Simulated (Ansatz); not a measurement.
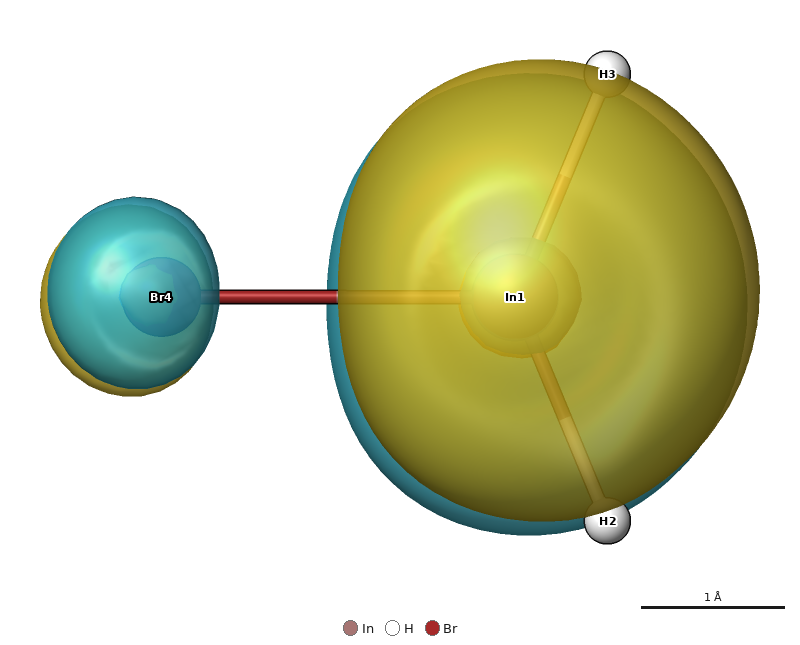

Figure 1: BrH2In. One frontier orbital at ±0.1 Å⁻³ᐟ² (yellow and cyan are the two phases), seen across its widest extent.

Geometry: r2SCAN-D4/def2-TZVP; core potentials replace the inner electrons of In.

The calculation used RKS PBE0-D4/def2-TZVP (Ansatz 0.2.0).

Input file:

```
crystal:
  periodic: [false, false, false]
  atoms:
    - {symbol: In, position_ang: [0.152231, 0.254470, -0.001524]}
    - {symbol: H, position_ang: [1.836177, 0.005744, 0.011966]}
    - {symbol: H, position_ang: [-0.863690, 1.620200, -0.021236]}
    - {symbol: Br, position_ang: [-1.124718, -1.880405, 0.010794]}
basis:
  gaussian: {orbitals: def2-TZVP, initial_orbitals: start.molden}
hamiltonian: {xc: pbe0, dispersion: d4}
output: {orbitals: {seedname: orbitals}}
```

Run with:

```sh
ansatz run in.yaml --threads 4 --pin off --events-out ev --progress --plain --max-ram 3916MiB
```

Q: Which orbital is it: HOMO or LUMO?

A: The LUMO, at −2.03 eV. Its weight (Hirshfeld) is mainly on In1 (about 80 %) and Br4 (about 10 %); it changes sign across the molecular plane (π type).
